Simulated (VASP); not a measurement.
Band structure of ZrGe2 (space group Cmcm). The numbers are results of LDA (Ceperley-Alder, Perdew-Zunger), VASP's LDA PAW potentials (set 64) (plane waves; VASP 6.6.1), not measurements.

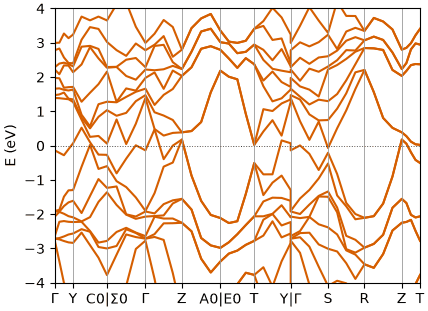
Figure: Bands along high-symmetry lines, zero at the valence-band maximum or, without a gap, the Fermi level

Read the plot: is there a gap, and where are the band edges?

It has no gap at this level: it comes out as a metal or semimetal.

The structure comes from a measured ZrGe2 entry of the Crystallography Open Database, whose conditions weren't checked. The cell was not relaxed at this level. The k-mesh is coarse (spacing up to 0.43 per Å, 2π included), so the numbers may not be converged in it.
